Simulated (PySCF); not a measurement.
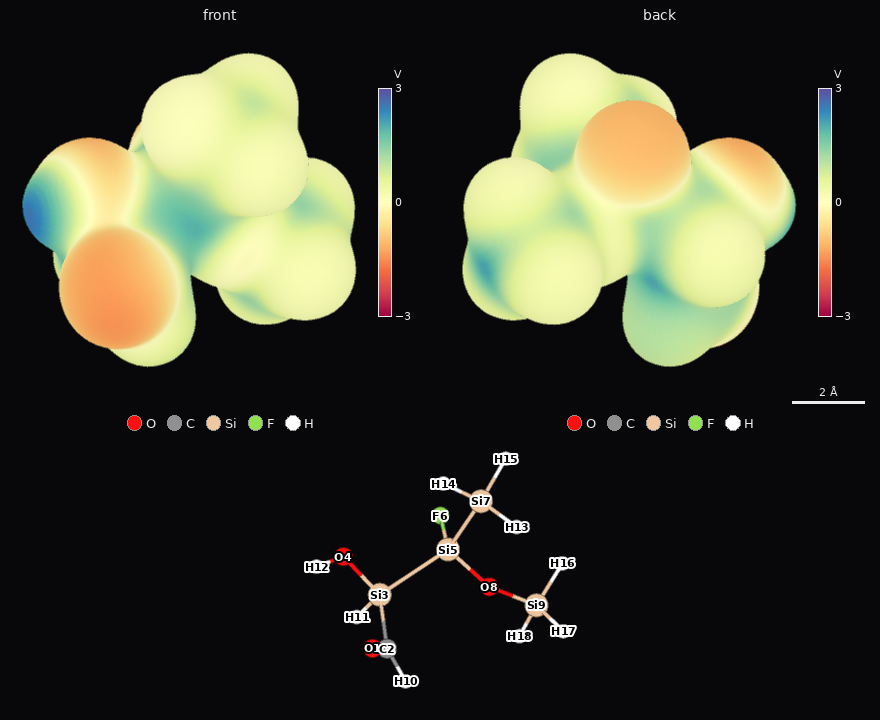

*CH9FO3Si4. The molecular electrostatic potential painted on the density surface at 0.002 e/bohr³, seen from the front and from behind; the colour scale runs from red (negative) to blue (positive). The bare structure is drawn below in the same view.*

Geometry: GFN2-xTB.

Method: PBE0/pcSseg-1, SCF density, gas phase, non-relativistic in PySCF 2.14.0.

Input

```
{"job": {"kind": "nmr", "xc": "PBE0", "basis": "pcSseg-1"}, "charge": 0, "multiplicity": 1}
O      3.097743     0.346203    -1.806919
C      2.218089    -0.474535    -1.674909
Si     1.658533    -1.097759     0.049568
O      2.724783    -0.575023     1.161494
Si    -0.264137    -0.079627     0.779445
F     -0.804453    -1.001490     2.011521
Si    -0.497559     2.128827     1.454300
O     -1.355955    -0.359348    -0.392692
Si    -2.806438    -0.670713    -1.049379
H      1.717356    -0.872797    -2.582628
H      1.770050    -2.562808    -0.114997
H      3.659434    -0.512467     0.982259
H     -0.898011     3.006599     0.344606
H      0.769332     2.635647     1.997602
H     -1.505825     2.315503     2.509146
H     -3.828248    -0.447947    -0.028409
H     -2.897984     0.288651    -2.147348
H     -2.765471    -2.060600    -1.504317
```

Launched as:

```sh
OMP_NUM_THREADS=1 python probes_run.py task.json out
```

Where is the surface potential most negative and most positive?

Answer. The most negative region (about −1.4 V) lies over O1, the most positive (about +2.4 V) over H12. O1 is the likeliest acceptor of a hydrogen bond.
